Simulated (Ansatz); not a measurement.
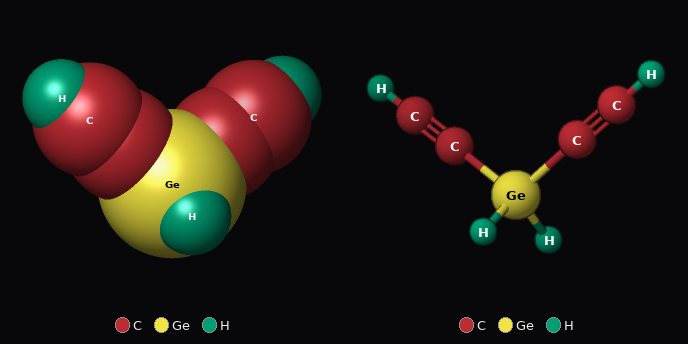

Two views of one molecule.

Computed geometry: PBE0-D4/def2-TZVP optimisation.

Description:

The molecule is C4H4Ge. SMILES: `C#[C][GeH2][C]#C`. Among its groups: alkyne. The point group is C2v. Coordination: 4 C linear; 1 Ge tetrahedral.

More results for the same structure follow; atom numbers are the same in all pictures, views and colours differ.

## Shape

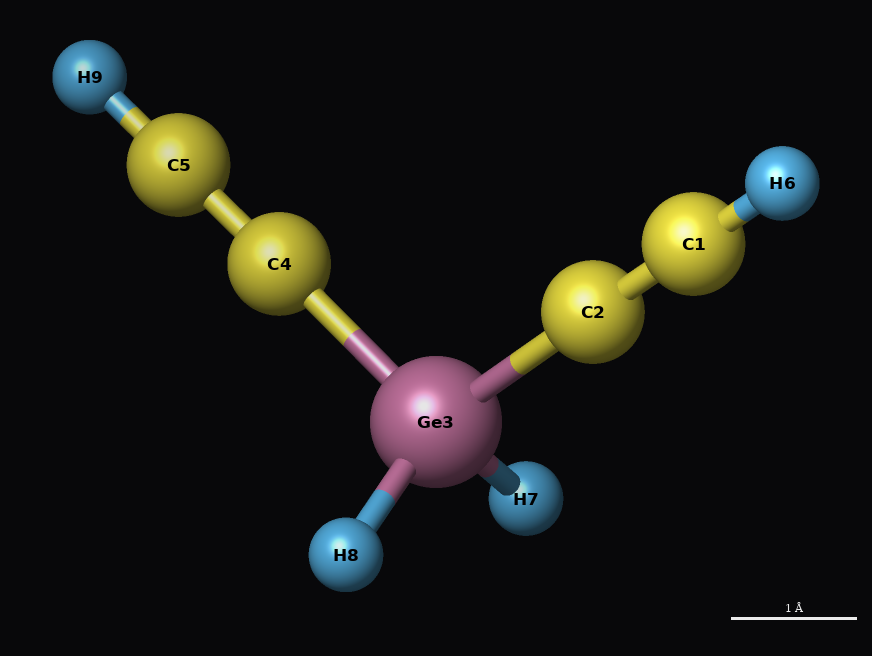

The atoms are numbered.

List the bonds and their lengths.

```csv
bond,length (Å)
C1–C2,1.204
C1–H6,1.066
C2–Ge3,1.897
Ge3–C4,1.897
Ge3–H7,1.531
Ge3–H8,1.531
C4–C5,1.204
C5–H9,1.066
```

## Levels of theory compared

Program: Ansatz 0.2.0.

Compare dipole (D), HOMO energy (eV) at these levels: B3LYP-D4/def2-TZVPP; PBE-D4/def2-TZVPP; r2SCAN-D4/def2-TZVPP; ωB97M-V/def2-TZVPP.

```
               level  dipole (D)  HOMO energy (eV)
 B3LYP-D4/def2-TZVPP        0.12             −7.93
   PBE-D4/def2-TZVPP        0.11             −6.96
r2SCAN-D4/def2-TZVPP        0.15             −7.20
  ωB97M-V/def2-TZVPP        0.14            −10.39
```

## Vibrations

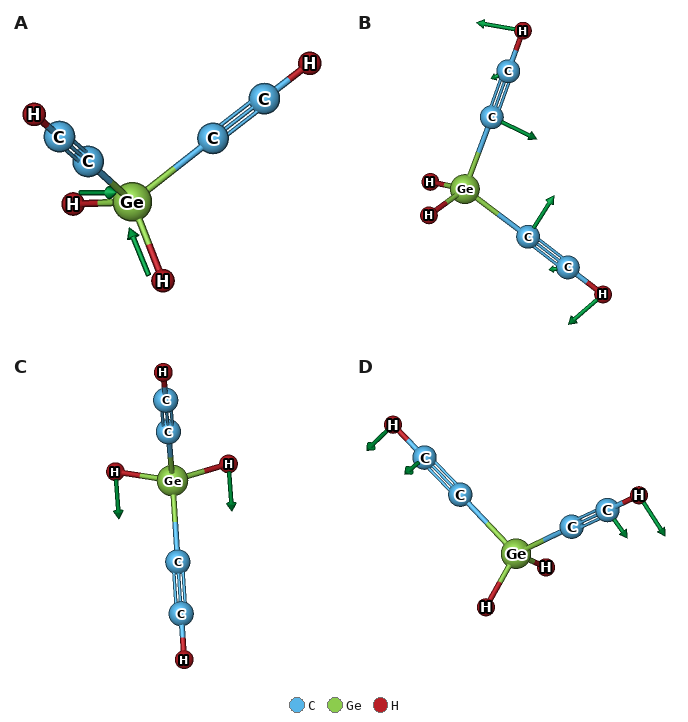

4 normal modes of one molecule or complex, as arrows. Harmonic vibrations computed with RKS PBE0-D4/def2-TZVP (Ansatz 0.2.0) at a stationary point of the same level.

Match the panels to the wavenumbers 86 cm⁻¹, 367 cm⁻¹, 775 cm⁻¹, 2190 cm⁻¹.

Answer. A: 2190 cm⁻¹, in-phase stretching of 2 Ge–H bonds
B: 367 cm⁻¹, C–Ge–C bending
C: 775 cm⁻¹, C–Ge–H bending
D: 86 cm⁻¹

## Charges

The questions are on Mulliken charges. Properties computed with RKS PBE-D4/def2-TZVPP (Ansatz 0.2.0).

Give the Mulliken charges atom by atom.

| atom | value (e) |
| --- | --- |
| C1 | −0.12 |
| C2 | −0.21 |
| Ge3 | 0.21 |
| C4 | −0.21 |
| C5 | −0.12 |
| H6 | 0.21 |
| H7 | 0.02 |
| H8 | 0.02 |
| H9 | 0.21 |

## Thermal motion

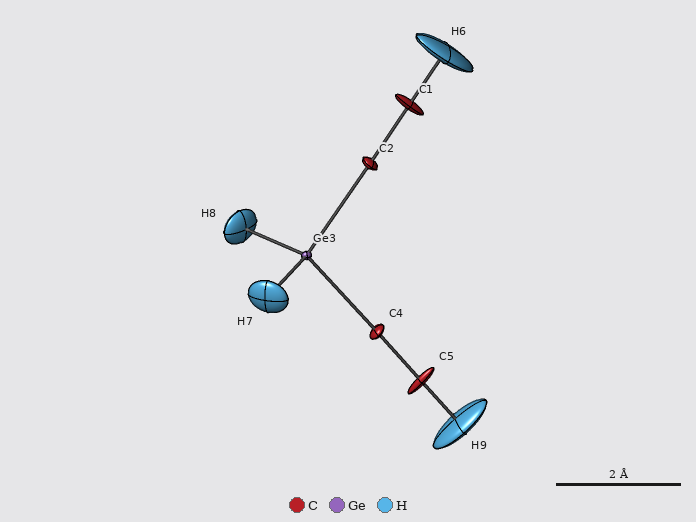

Displacement ellipsoids at the 50 % level, from the internal vibrations of the free molecule (harmonic, no overall translation or rotation; no half-axis is drawn under 0.075 Å). Vibrations computed with RKS PBE0-D4/def2-TZVP (Ansatz 0.2.0). Temperature: 400 K.

Which atom has the largest mean-square displacement?

Answer. H6, H9, with U_eq = 0.0641 Å².

Does H9 move more along its bond or across it?

Answer. Across it: the root-mean-square amplitude is 0.086 Å along the bond and up to 0.371 Å across, since bending and torsion are softer than stretching.

Give the displacement parameters, one line for each set of equivalent atoms.

```tsv
atom	U_eq (Å²)	rms amplitudes (Å)
C1, C5	0.0140	0.042, 0.056, 0.193
C2, C4	0.0071	0.048, 0.094, 0.100
Ge3	0.0010	0.008, 0.014, 0.053
H6, H9	0.0641	0.082, 0.218, 0.371
H7, H8	0.0311	0.092, 0.185, 0.225
```

Mulliken values depend strongly on the basis set and can even reverse the polarity of a bond.
